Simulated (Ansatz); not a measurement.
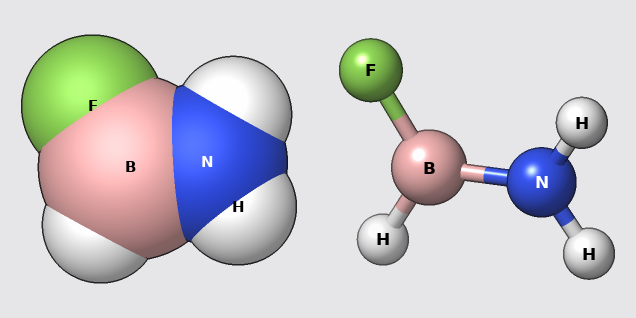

The same structure drawn twice, from different directions.

The computed structure is the end point of a PBE0-D4/def2-TZVP optimisation.

Identify the structure.

The molecule is BFH₃N. Its SMILES string is `NBF`. It has no ring. Among its groups: B–H bond. The point group is Cs. All atoms lie on one plane. Coordination: 1 N trigonal planar; 1 B trigonal planar.

The parts below concern this one geometry. Atoms keep their numbers from picture to picture.

## Shape

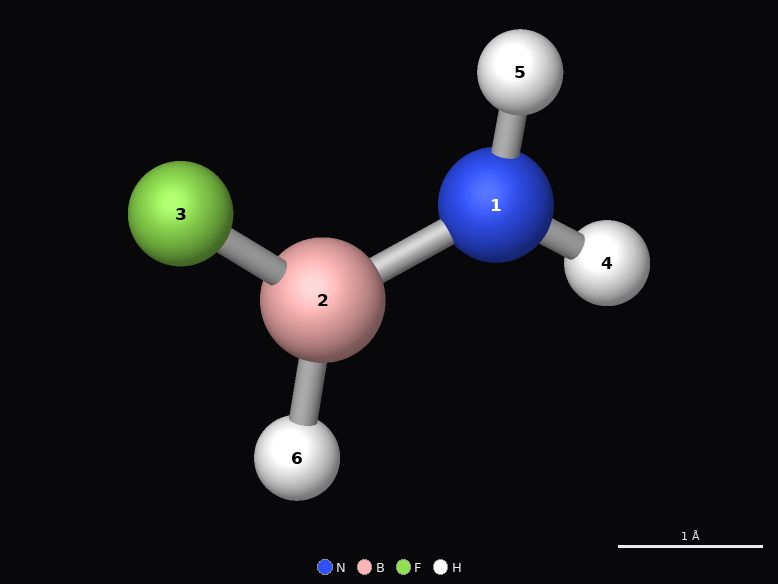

Numbered structure.

List the bonds and their lengths.

| bond | length (Å) | order |
| --- | --- | --- |
| N1–B2 | 1.389 | single |
| N1–H4 | 1.004 | single |
| N1–H5 | 1.006 | single |
| B2–F3 | 1.338 | single |
| B2–H6 | 1.196 | single |

## Electronic properties

Method: RKS PBE0-D4/def2-TZVPP (Ansatz 0.2.0).

Question: Give the HOMO energy (Kohn–Sham orbital) at this level.

Answer: −8.58 eV.

Question: Give the HOMO–LUMO gap at this level.

Answer: 9.50 eV.

Question: Give the vertical ionisation energy at this level.

Answer: 11.25 eV.

## Dipole moment

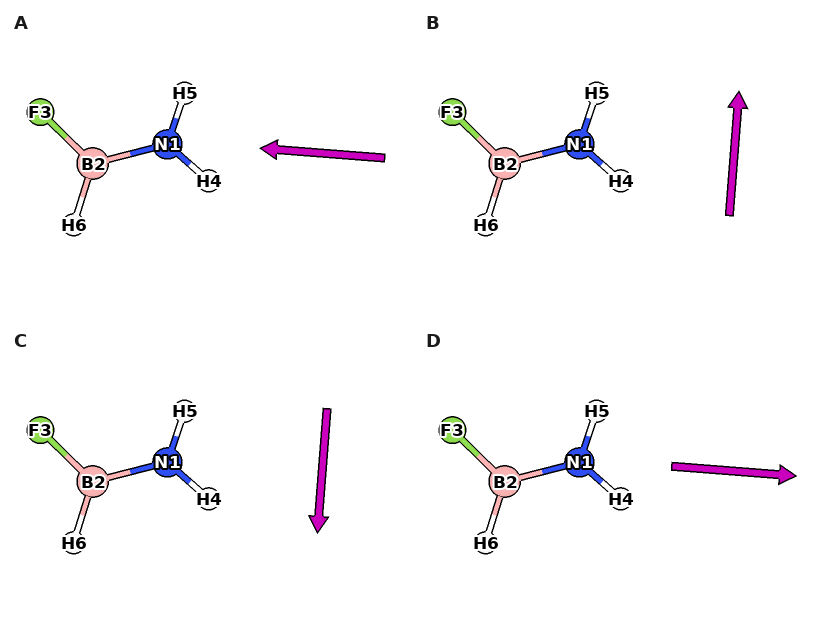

The same molecule four times, each with an arrow. Properties computed with RKS ωB97M-V/def2-TZVPP (Ansatz 0.2.0).

Question: Which arrow points along the dipole moment, from the negative to the positive end?

Answer: D. The dipole moment is 2.39 D; it points from the side of F3 to the side of H4 (the outermost atoms at the two ends).

## Thermal motion

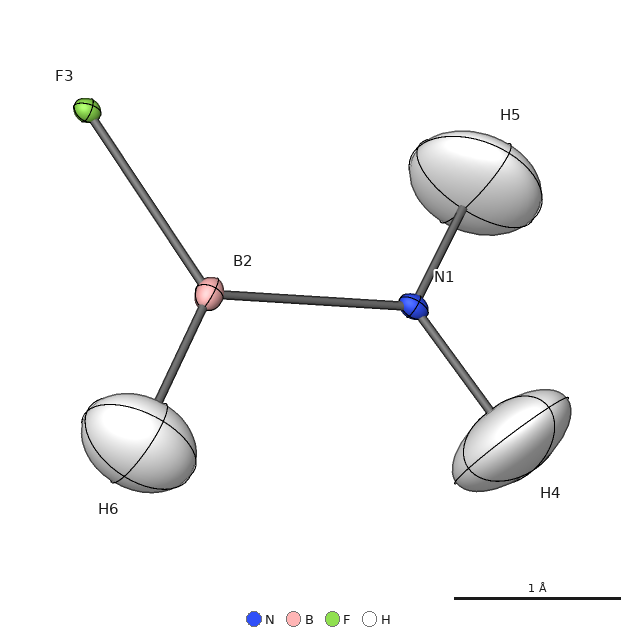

Displacement ellipsoids at the 50 % level, enlarged 2 times, from the internal vibrations of the free molecule (harmonic, no overall translation or rotation; no half-axis is drawn under 0.075 Å). Vibrations computed with RKS PBE0-D4/def2-TZVP (Ansatz 0.2.0). Temperature: 100 K.

Question: Which atom has the largest mean-square displacement?

Answer: H4, with U_eq = 0.0157 Å².

Question: Does H4 move more along its bond or across it?

Answer: Across it: the root-mean-square amplitude is 0.071 Å along the bond and up to 0.164 Å across, since bending and torsion are softer than stretching.

List U_eq and the three principal root-mean-square amplitudes for each kind of atom.

```tsv
atom	U_eq (Å²)	rms amplitudes (Å)
N1	0.00060	0.017, 0.022, 0.031
B2	0.0010	0.028, 0.029, 0.037
F3	0.00036	0.008, 0.015, 0.028
H4	0.0157	0.071, 0.122, 0.164
H5	0.0148	0.067, 0.134, 0.148
H6	0.0111	0.085, 0.107, 0.120
```

## Charges

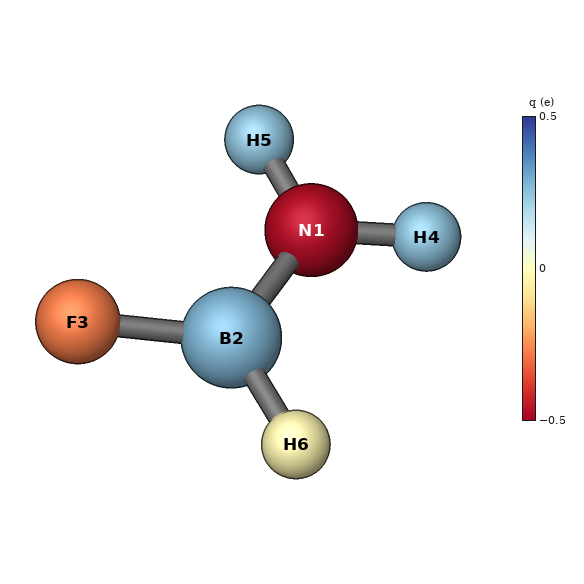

Atoms are coloured by their Mulliken charges. Level of theory: RKS PBE0-D4/def2-TZVP (Ansatz 0.2.0).

Question: Which atom carries the highest charge (most positive or least negative)?

Answer: B2 (0.27 e).

Question: And the lowest?

Answer: N1 (−0.47 e).

List the Mulliken charges.

```csv
atom,value (e)
N1,−0.47
B2,0.27
F3,−0.27
H4,0.25
H5,0.24
H6,−0.02
```

Mulliken values depend strongly on the basis set and can even reverse the polarity of a bond.
